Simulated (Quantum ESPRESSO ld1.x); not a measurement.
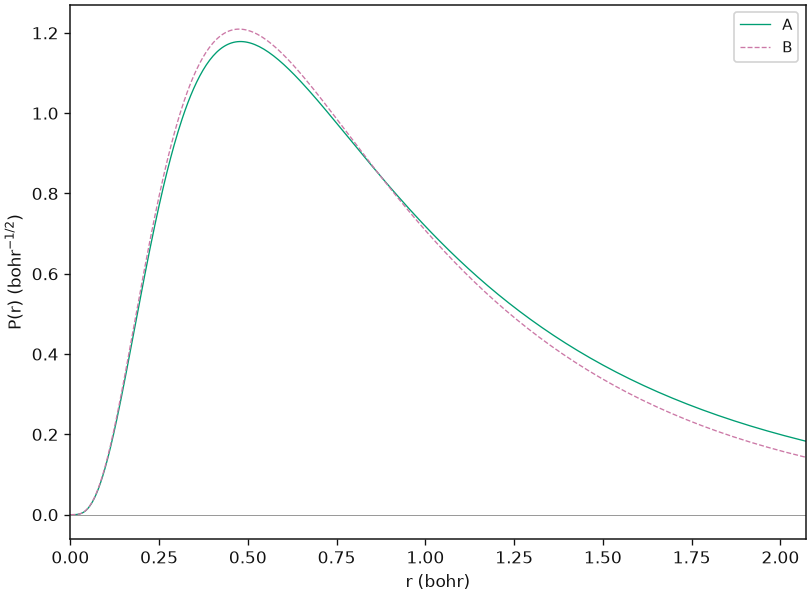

Atomic ytterbium (Yb) was computed in two configurations: [Xe] 4f12 6s2 6p2 (high spin); [Xe] 4f13 5d1 6s2 (high spin). All numbers are computed, not measured: scalar-relativistic Kohn-Sham, LDA (Slater exchange, Perdew-Wang correlation), spin-polarised, spherical densities, point nucleus (Quantum ESPRESSO ld1.x 7.5).

The plot shows P(r) = r R(r) of the 4f up orbital in both runs (large components where relativistic).

### Assign A and B.

A is [Xe] 4f13 5d1 6s2 (high spin) (⟨r⟩ = 0.740 bohr, eigenvalue −10.1 eV); B is [Xe] 4f12 6s2 6p2 (high spin) (⟨r⟩ = 0.699 bohr, eigenvalue −24.9 eV). The orbital is smaller where the other electrons screen the nucleus less.
